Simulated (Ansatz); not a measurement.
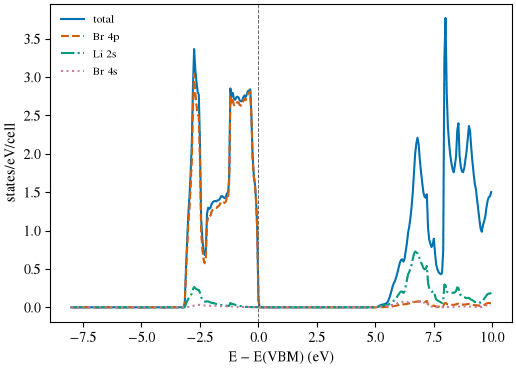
Figure: Total and projected density of states of LiBr (rock salt, space group No. 225), PBEsol in the plane-wave PAW code Ansatz

Question: Which orbitals carry the states next to the gap?

Answer: Top 1 eV of the valence band: Br 4p 98 %. Bottom 1 eV of the conduction band: Li 2s 33 %, Br 4s 15 %, Br 4p 5 %, outside the projected shells 47 %. Projections are on Löwdin-orthogonalised atomic valence shells; empty p or d shells of many metals are not among them.

Question: Where is the tallest occupied peak in this window, and what makes it?

Answer: Near -2.7 eV, about 3.4 states/eV per cell; the largest projected share is Br 4p.

Space group Fm-3m (rock salt). The cell was relaxed with PBEsol under the symmetry of its start. Scalar-relativistic: spin–orbit coupling is off unless named, which matters more the heavier the elements.

Potentials: the later of the program's two PAW sets.
